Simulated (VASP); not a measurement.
Band structure of ZnS (zinc blende). Computed with PBEsol GGA with spin-orbit coupling, VASP's PBE PAW potentials (set 64) (plane waves; VASP 6.6.1).

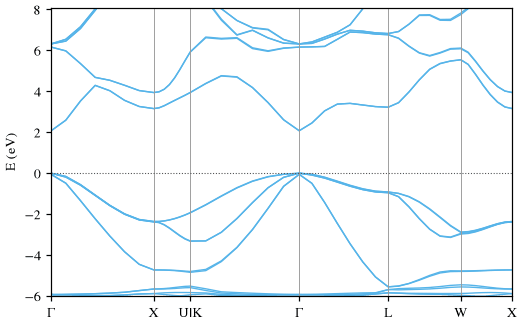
Bands along high-symmetry lines, zero at the valence-band maximum or, without a gap, the Fermi level

Question: Read the plot: is there a gap, and where are the band edges?

Answer: The gap is direct, 2.07 eV, from the valence maximum at Γ to the conduction minimum at Γ.

Measured: gap 3.94 eV (computed value off by -1.87 eV), as given by Wei Chen et al., Physical Review Materials (2018), doi:10.1103/physrevmaterials.2.073803 [zero-point renormalisation of 0.1 eV added back (the table's ZPR column)].

The compound is ZnS in the zinc blende structure. It was relaxed first.
